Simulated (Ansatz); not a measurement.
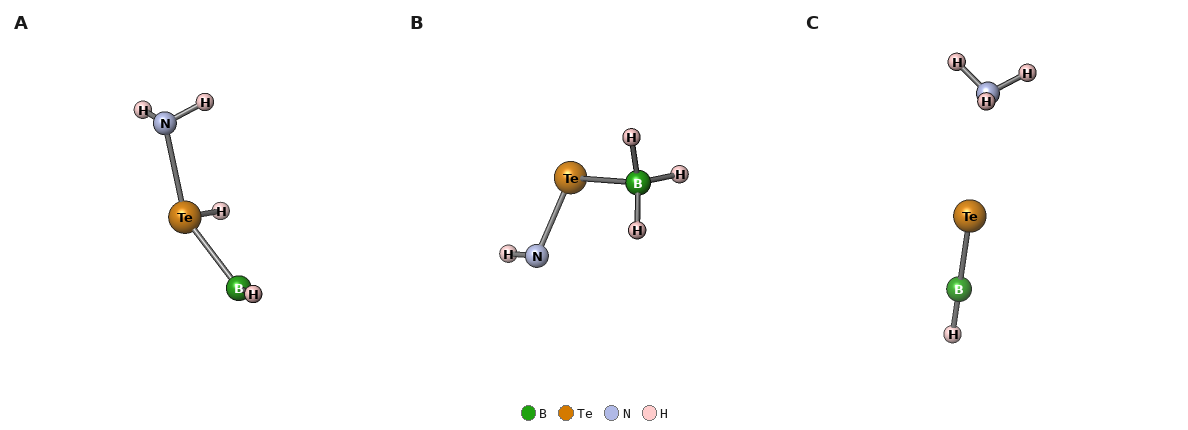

3 stationary structures of one formula. Geometries: PBE-D4/def2-SVP. Electronic energies: PBE-D4/def2-SVP (Ansatz 0.2.0), without zero-point energy. No frequency run is at hand to confirm each as a minimum. Each is one conformer, not always the lowest.

Rank them by energy, lowest first.

Answer. C is lowest; B lies 42.3 kcal/mol above it (C1), A lies 78.3 kcal/mol above it (C1).
